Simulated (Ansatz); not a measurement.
**Response to strain in CdSe**

Consider CdSe in the wurtzite structure (space group P6_3mc, No. 186; a = 4.3019 Å, c = 7.0210 Å). Axes: x lies along a and z along c of the hexagonal cell.

Strains are applied to the cell and any free atomic positions relax.

All numbers come from Ansatz (a quantum-chemistry and plane-wave program), PBEsol, PAW, cutoff 420 eV, scalar-relativistic without spin-orbit coupling.

Notes on the quantities. energy relative to the base: free energy F.

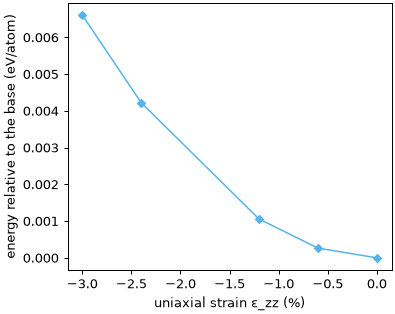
Fig. 1. Energy relative to the base against uniaxial strain ε_zz

| uniaxial strain ε_zz (%) | energy relative to the base |
|---|---|
| -3 | +6.6 meV/atom |
| -2.4 | +4.2 meV/atom |
| -1.2 | +1.1 meV/atom |
| -0.6 | +0.3 meV/atom |

Stability against distortions was not tested.
